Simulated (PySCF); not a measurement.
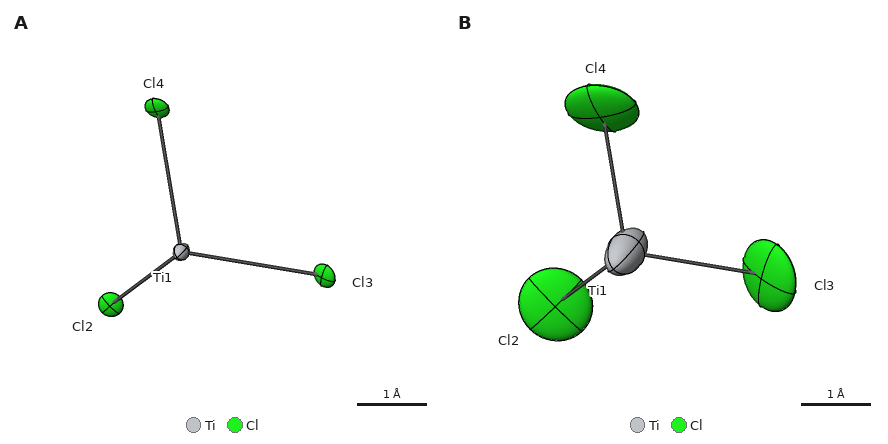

Displacement ellipsoids at the 50 % level, scaled by 3, from the internal vibrations of the free molecule (harmonic, no overall translation or rotation; no half-axis is drawn under 0.075 Å). The species has charge +1 and is a spin singlet. Vibrations computed with RKS-based PBE, Ti def2-SVP, Cl def2-SVP; non-relativistic; density fitting (PySCF 2.14.0). One panel is for 0 K (zero-point motion alone), the other for 900 K.

> Which panel is for 900 K?

B.

> How much does the mean-square displacement of Cl2 grow, and why?

U_eq goes from 0.0011 to 0.0092 Å², a factor of 8.3. Modes below kT (626 cm⁻¹ at 900 K) grow about in proportion to T, and the lowest lies at 122 cm⁻¹; the mean-square amplitude of a mode is its zero-point value times coth(ħω/2kT), which comes close to 1 only above about 3kT.

The search tried a few shapes and spins; others may lie lower.
